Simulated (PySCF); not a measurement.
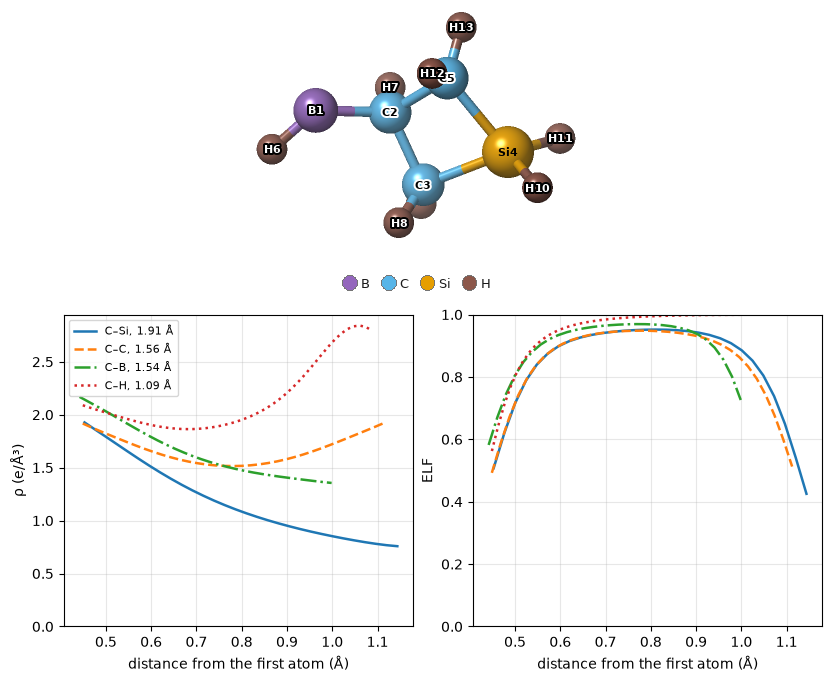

The picture shows: C$_{3}$H$_{8}$BSi (doublet). Total electron density and ELF along straight lines between neighbouring atoms. The curves leave out the atomic cores. The structure is drawn too.

Geometry: GFN2-xTB.

These are results of PySCF 2.14.0, density-fitted response routines, UKS B3LYP, pcH-1 on B C H Si, non-relativistic, mean-field spin-orbit, GIAO, not measurements.

Input file:

```
{"job": {"kind": "epr", "basis": "pcH-1"}, "charge": 0, "multiplicity": 2}
B      1.990119     0.662725    -0.790785
C      0.866215     0.135100     0.113837
C     -0.023323    -1.020970    -0.462989
Si    -1.582998    -0.258505     0.324170
C     -0.268447     1.100175     0.579952
H      2.624163     0.088045    -1.579656
H      1.362391    -0.248253     1.015674
H     -0.029865    -1.017076    -1.552123
H      0.295047    -2.012348    -0.146983
H     -2.710337     0.043724    -0.557478
H     -2.037352    -0.922910     1.548025
H     -0.370093     1.952357    -0.091000
H     -0.119909     1.498423     1.581630
```

Run with:

```sh
OMP_NUM_THREADS=1 python probes_run.py task.json out
```

Q: What can be read from the curves?

A: C–Si (1.91 Å): the density is about 0.9 e/Å³ at the midpoint; the ELF peaks at about 0.95 between the atoms (localised, covalent bonding).
C–C (1.56 Å): the density is about 1.5 e/Å³ at the midpoint; the ELF peaks at about 0.95 between the atoms; a covalent bond.
C–B (1.54 Å): ρ is about 1.5 e/Å³ halfway; the ELF peaks at about 0.95 between the atoms (localised, covalent bonding).
C–H (1.09 Å): ρ at the midpoint is about 2 e/Å³; the ELF climbs to about 1 towards the hydrogen, as it does in any bond to H (a covalent bond by its length).
